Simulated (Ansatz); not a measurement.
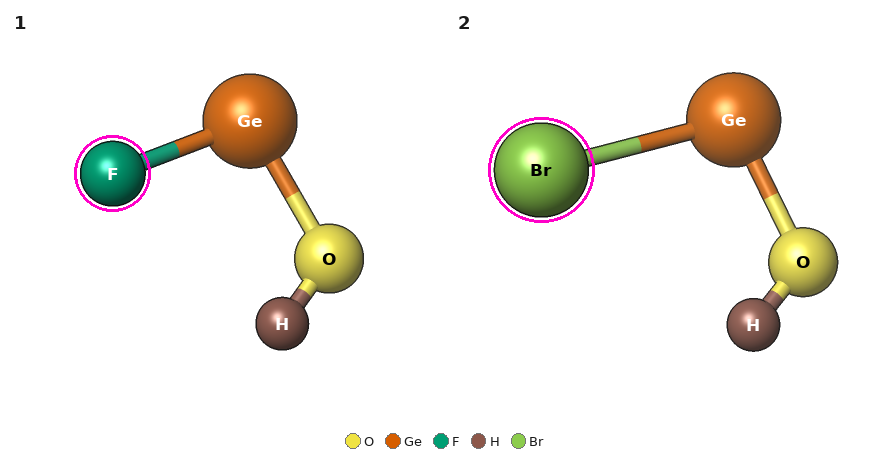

2 molecules with one skeleton, seen from the same side and at one scale; the atom that differs is circled. Charge 0, singlet. Computed geometries: PBE0-D4/def2-TZVP optimisations, one conformation each. Properties computed with Ansatz 0.2.0.

One atom differs, called X below: F in panel 1, Br in panel 2. Their formulas are FGeHO (`[OH][Ge][F]`), BrGeHO (`[OH][Ge][Br]`).

In which is the harmonic X–Ge stretching wavenumber higher (PBE0-D4/def2-TZVP)?

In panel 1 (X = F).

In which is the harmonic zero-point energy higher (PBE0-D4/def2-TZVP)?

In panel 1 (X = F).

Give the values. With PBE0-D4/def2-TZVP: length of X–Ge (Å), angle O–Ge–X (°), dipole moment (D), harmonic zero-point energy (kJ/mol), harmonic X–Ge stretching wavenumber (cm⁻¹). With ωB97M-V/def2-QZVPP: HOMO energy (Kohn–Sham orbital) (eV), HOMO–LUMO gap (eV).

```
                                  quantity   1 (F)  2 (Br)   2 − 1
                        length of X–Ge (Å)   1.767   2.376  +0.609
                          angle O–Ge–X (°)    97.0    98.8    +1.8
      HOMO energy (Kohn–Sham orbital) (eV)  −10.69  −10.03   +0.66
                        HOMO–LUMO gap (eV)   10.49    9.41   −1.08
                         dipole moment (D)    0.59    0.83   +0.24
       harmonic zero-point energy (kJ/mol)    40.5    37.8    −2.7
harmonic X–Ge stretching wavenumber (cm⁻¹)     641     274    −367
```
